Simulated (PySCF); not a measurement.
```yaml
atoms:
  - { symbol: O, position_ang: [0.3667, 0.9806, -1.4316] }
  - { symbol: C, position_ang: [0.5286, 0.3769, -0.3299] }
  - { symbol: O, position_ang: [1.3896, -0.7509, -0.3044] }
  - { symbol: C, position_ang: [-0.6350, 0.1397, 0.5713] }
  - { symbol: F, position_ang: [-1.3471, 1.2633, 0.7815] }
  - { symbol: F, position_ang: [-1.5777, -0.7775, 0.1168] }
  - { symbol: F, position_ang: [-0.2899, -0.3399, 1.7912] }
  - { symbol: H, position_ang: [1.5836, -0.8735, -1.2440] }
```

Geometry: PBE0-D3(BJ)/ma-def2-SVP.

Level of theory: PySCF 2.14.0, density-fitted response routines, DFT single point, gas phase, functional PBE0.

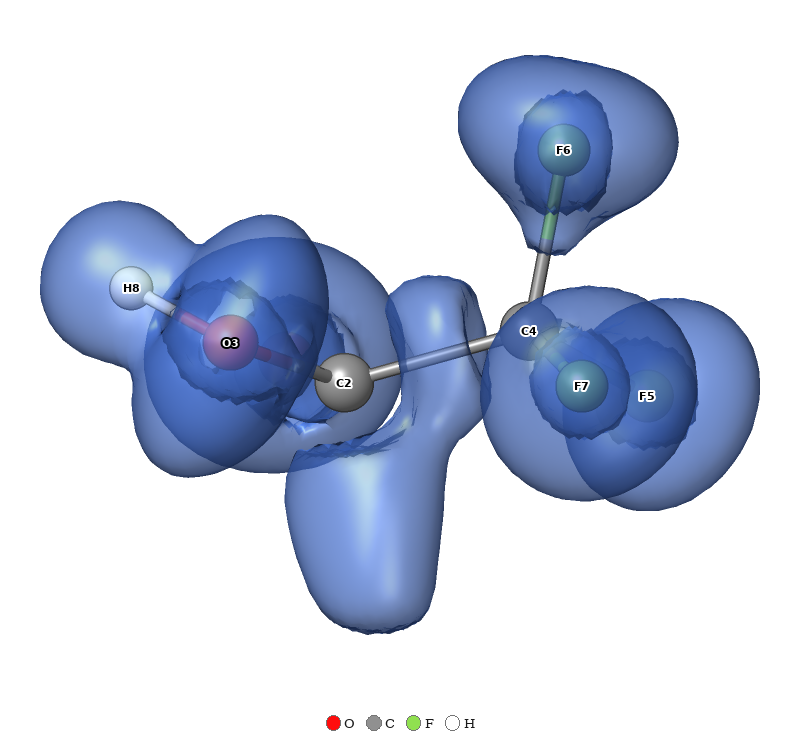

C2HF3O2 (SMILES [O-][C](O)C(F)(F)F) (charge −1, doublet). Isosurface of the electron localisation function at 0.75 (blue), seen from one side. Only the valence region is drawn (cores and ρ < 0.01 e/Å³ removed).

Q: Where are the electrons localised?

A: The surface consists of one region on C in which the atom's valence shell and bonds are merged, three regions on F in which the atom's valence shell and bonds are merged, one region on O in which the atom's valence shell and bonds are merged and one joined region spread over several atoms (H, O), in which their bonds and any lone pairs are merged. Along the contacts the grid gives the following. C–O (1.27 Å): the ELF peaks at about 0.85 between the atoms: a polar covalent bond. C–F (1.35 Å): the ELF peaks at about 0.85 between the atoms: a shared but strongly polarised pair.
